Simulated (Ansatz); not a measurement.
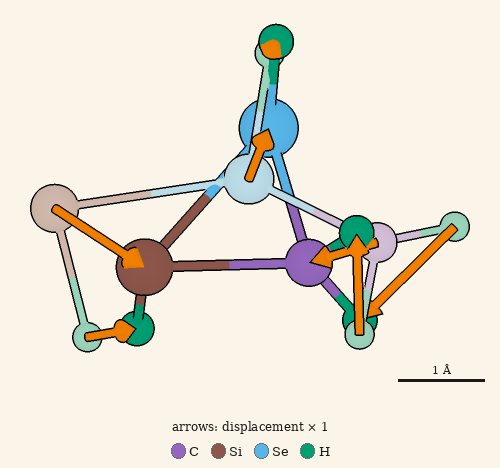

This is a relaxation of CH4SeSi. The starting structure is drawn faded, the final one solid; orange arrows show the displacements, at their true length. The two geometries are superimposed by the best rigid fit.

A ball-and-stick model, seen at a tilt.

It is one of the separated reactants of a reaction.

Level of theory: RKS PBE0-D4/def2-TZVP in Ansatz 0.2.0. Settings: force threshold 0.005 eV/Å; at most 200 steps.

**What did the optimiser do to the structure, and how much energy did it gain?**

The atom that moves furthest after the best rigid fit is an H atom (1.57 Å). Largest moves by element: H 1.57 Å, Si 1.49 Å, C 0.87 Å, Se 0.83 Å. Near-neighbour distances that change, for instance: C–Si 3.905 → 1.918 Å, Se–Si 2.294 → 2.482 Å, C–Se 1.869 → 1.985 Å, H–Se 1.493 → 1.471 Å. Bond angles that change, for instance: C–Se–Si 139.3° → 49.3°, Si–Se–H 108.2° → 97.5°, C–Se–H 102.3° → 96.7°. After 24 accepted moves (25 points after the start) the energy has fallen by 2.865 eV. The largest force component goes from 0.52 to 0.0049 eV/Å. The line search rejected the trial step at point 24 of the run. Cost: 73 s on 2 threads of Arm Neoverse V2, on a shared host.
